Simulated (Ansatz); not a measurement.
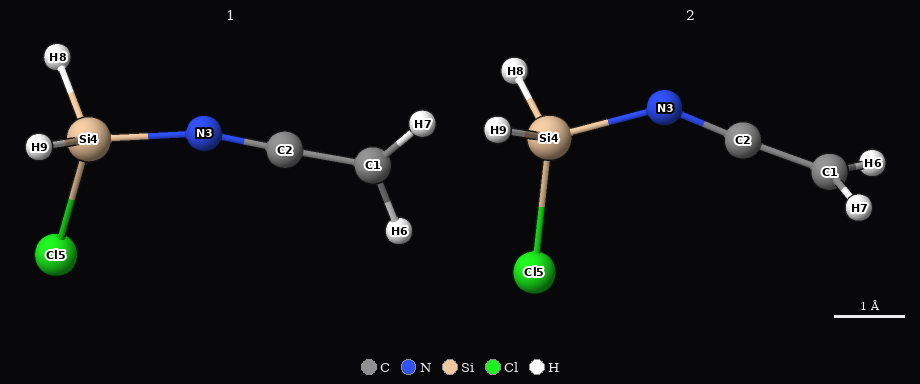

Two geometries of C$_{2}$H$_{4}$ClNSi (coarse preliminary run), drawn at one scale. One is the start of a relaxation, the other its converged end. A ball-and-stick model, seen at a tilt.

All numbers below come from Ansatz 0.2.0, RKS PBE-D4/def2-SVP. (force threshold 0.03 eV/Å; at most 200 steps)

Which one is relaxed?

Structure 2 is the relaxed one. The start comes from a force field. The largest move after the best rigid fit is that of H7, 1.29 Å. By element the largest moves are H 1.29 Å, Cl 0.55 Å, N 0.38 Å, C 0.14 Å, Si 0.05 Å. Near-neighbour distances that change, for instance: Si4–H9 1.405 → 1.495 Å, N3–Si4 1.675 → 1.745 Å, C1–H6 1.159 → 1.099 Å, C1–H7 1.054 → 1.099 Å. Bond angles that change, for instance: C2–N3–Si4 164.4° → 140.5°, N3–Si4–H9 113.6° → 106.8°, C2–C1–H7 125.7° → 120.3°. After 16 accepted moves (19 points after the start) the energy has fallen by 51.4 kJ/mol. The largest force component goes from 3.5 to 0.0066 eV/Å. The line search rejected the trial steps at points 2, 13, 16 of the run. The run took 16 s on 4 threads of Intel Xeon Platinum 8488C (shared host).
